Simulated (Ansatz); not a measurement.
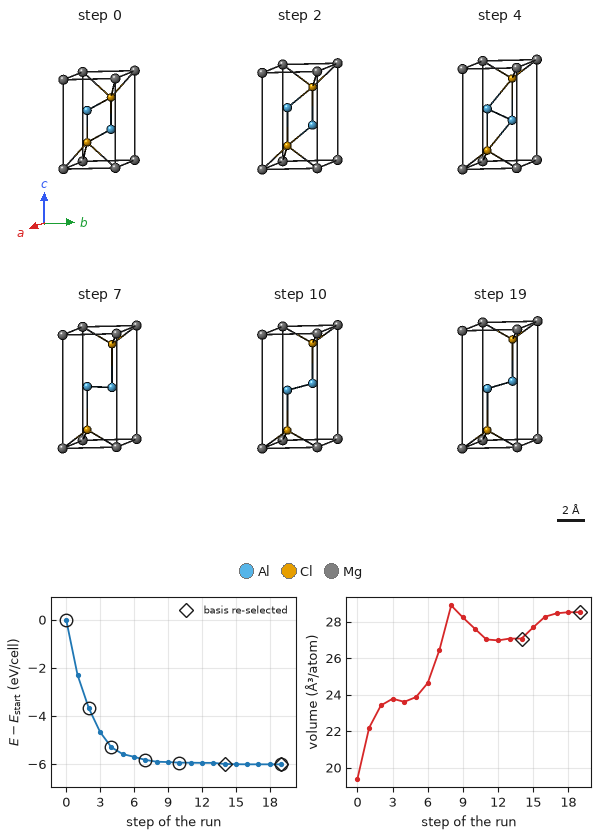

Frames of a relaxation of crystalline MgAl2Cl2 (a generated structure, set up in P-3m1), marked on the history of the run. A ball-and-stick model of the cell of the calculation, seen from a free direction.

Method: Ansatz, DFT, PAW plane waves, PBE.

The input:
```yaml
crystal:
  lattice:
    - [4.020781, 0.0, 0.0]
    - [-2.010391, 3.482102, 0.0]
    - [0.0, 0.0, 6.925936]
  atoms:
    - { symbol: Al, position: [0.33333, 0.66667, 0.3773] }
    - { symbol: Al, position: [0.66667, 0.33333, 0.6227] }
    - { symbol: Cl, position: [0.33333, 0.66667, 0.7346] }
    - { symbol: Cl, position: [0.66667, 0.33333, 0.2654] }
    - { symbol: Mg, position: [0.0, 0.0, 0.0] }
  symmetry: { tolerance: 0.0003 }
kpoints:
  mp_grid: { grid: [5, 5, 3], shift: [0, 0, 0] }
magnetization:
  spin_polarized: false
scf:
  occupations: { method: tetrahedron_uncorrected }
hamiltonian:
  pseudopotentials: { kind: paw }
  xc: pbe
basis:
  ecutwfc: 420
output:
  forces: true
  stress: true
  eigenvalues: true
  write_density: true
  write_potential: true
  elf: true
  volumetric_format: npy
relax:
  max_steps: 40
  cell: {}
```

Launched with:
```bash
ansatz run input.yaml --threads 1 --pin off --max-ram 2560MiB --backend cpu --events-out ev --progress --plain --runs-dir out
```

**What happens along the run?**

Over 17 accepted moves (19 points after the start) the energy falls by 6.006 eV per cell of the calculation. The largest force component goes from 3.4 to 0.0045 eV/Å. The pressure goes from 18.67 to 0.01 GPa. The SCF was repeated twice at an unchanged geometry on a basis and grid sized afresh for the cell, which shifted the energy by 44.4 meV per cell of the calculation at most. The largest moves relative to the cell, 1.28 Å, are those of Al1 and Al2. Al2 goes along −c. Largest moves by element: Al 1.28 Å, Cl 1.26 Å. Mg stays in place. The drawn cell changes as follows: a = b 4.021 → 4.248 Å (+5.6 %), c 6.926 → 9.127 Å (+31.8 %); the volume changes by +47.1 %. Some distances before and after: Al1–Cl4 2.447 → 4.322 Å, Al1–Cl3 2.475 → 3.235 Å, Al1–Al2 2.877 → 2.474 Å, Cl3–Mg5 2.961 → 2.716 Å. Bonds break: Al1–Cl4 (2.45 → 4.32 Å), Al2–Cl3 (2.45 → 4.32 Å). Among the angles between lasting bonds that change: Cl3–Mg5–Cl4 94.5° → 77.1°, Mg5–Cl3–Mg5 85.5° → 102.9°, Cl3–Mg5–Cl3 85.5° → 102.9°. The space group stays P-3m1 (No. 164). The run took roughly 40 core-seconds on a shared host. From step 0 to 2: Cl atoms move most (0.39 Å), volume +20.7 %, energy −3.674 eV per cell of the calculation. From step 2 to 4: Cl atoms move most (0.44 Å), volume +0.8 %, energy −1.624 eV per cell of the calculation. From step 4 to 7: Al atoms move most (0.47 Å), volume +12.1 %, energy −0.523 eV per cell of the calculation. From step 7 to 10: Al atoms move most (0.30 Å), volume +4.4 %, energy −0.114 eV per cell of the calculation. From step 10 to 19: Cl atoms move most (0.03 Å), volume +3.2 %, energy −70.5 meV per cell of the calculation.
